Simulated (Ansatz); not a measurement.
Take BaHfO3 in the cubic perovskite structure (space group Pm-3m, No. 221; a = 4.158 Å) as the base.

Modification: hole doping at 2.0×10^21 cm⁻³ (0.144 per cell), with a uniform compensating background at fixed cell and a 300 K Fermi–Dirac width.

Calculations: PBEsol/PAW in Ansatz (a quantum-chemistry and plane-wave program), without spin-orbit coupling.

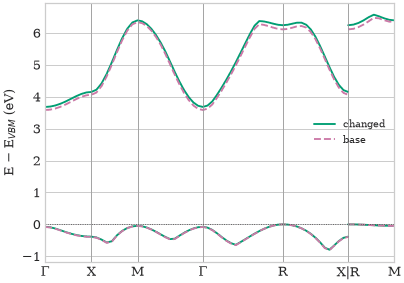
Fig. 1. Highest valence and lowest conduction band along the path, each from its own valence-band maximum

**Question.** Read the changed gap and its character from the plot.

**Answer.** About 3.7 eV, indirect, R → Γ.

Carriers are added with a uniform compensating background; total energy and stress of such cells depend on the potential's zero and are not compared; many-body gap narrowing is missing at this level. Spin-orbit coupling, missing from the scalar runs, can matter with Hf. Stability against distortions was not tested.
